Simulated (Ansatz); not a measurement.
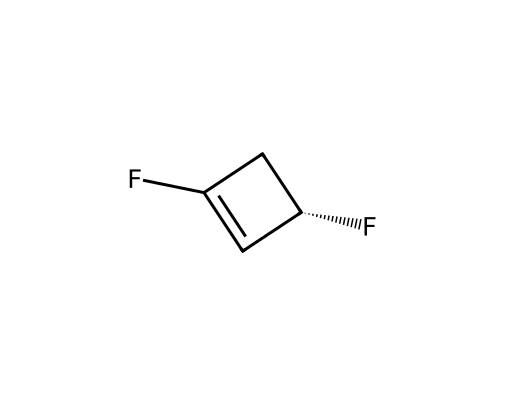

The drawing above gives the connectivity. The computed structure is the end point of a PBE0-D4/def2-TZVP optimisation.

Describe the 3D structure.

It has 10 atoms: 4 carbon, 4 hydrogen and 2 fluorine (C4H4F2). As SMILES it reads `FC1=C[C@@H](F)C1`. Independent rings (smallest set): 1 of 4 members. Among its groups: alkene, C–F bond. The point group is C1. Coordination, clear cases only: 1 C trigonal planar.

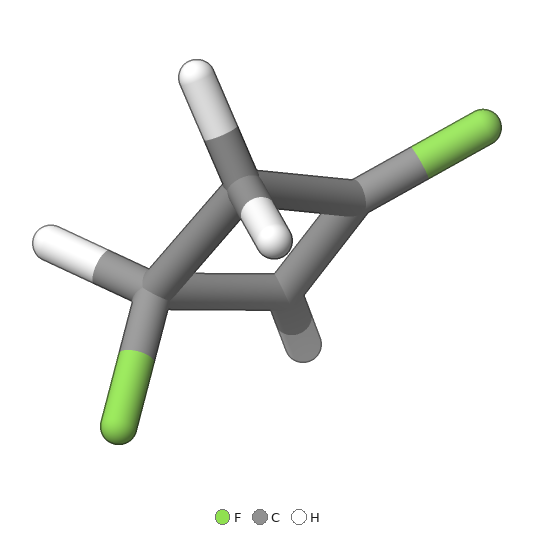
